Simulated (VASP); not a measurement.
Band structure of Hg₃ZnSe₄ (ordered alloy cell). Method: PBEsol GGA, VASP's PBE PAW potentials (set 64) (plane waves; VASP 6.6.1).

Unless said otherwise, spin-orbit coupling is left out, though it shifts the bands of the heavy elements here.

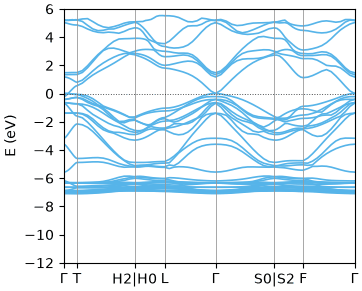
Fig. 1. Bands along high-symmetry lines, zero at the valence-band maximum or, without a gap, the Fermi level

Task: Read the plot: is there a gap, and where are the band edges?

Result: It has no gap at this level: it comes out as a metal or semimetal. (Edges off the drawn lines would not show.)

The structure was generated: Hg3ZnSe4 was put into an ordered model structure (R3m), which need not be its known phase. It was relaxed first.
